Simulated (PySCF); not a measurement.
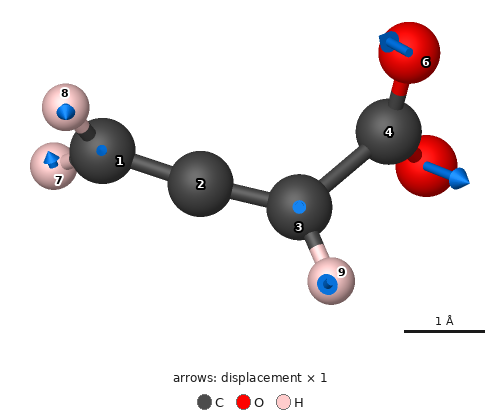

A relaxation of C$_{4}$H$_{3}$O$_{2}$ (charge −1). The starting structure is drawn; blue arrows show the displacements, at their true length. The two geometries are superimposed by the best rigid fit.

Style: ball-and-stick. Shown at a tilt.

The start comes from GFN2-xTB.

Theory: PBE0-D3(BJ)/def2-SVP geometry optimisation, gas phase (PySCF 2.14.0, density-fitted response routines). 

Atoms of which element are displaced furthest, and by how much?

Oxygen: up to 0.87 Å, against 0.38 Å for hydrogen.

What did the optimiser do to the structure, and how much energy did it gain?

The energy falls by 0.125 eV in 9 geometry steps. The largest force component goes from 1.5 to 0.018 eV/Å. The atom that moves furthest after the best rigid fit is an O atom (0.87 Å). By element the largest moves are O 0.87 Å, H 0.38 Å, C 0.15 Å. Some distances before and after: C–C 1.281 → 1.306 Å, C–C 1.598 → 1.576 Å, C–H 1.081 → 1.097 Å, C–O 1.228 → 1.236 Å. Bond angles that change, for instance: C–C–H 124.5° → 119.3°, C–C–C 174.2° → 178.8°, C–C–C 123.0° → 125.6°. Groups turn about C–C by about 50°.

Limits of the set-up: the basis has no diffuse functions, which an anion needs.
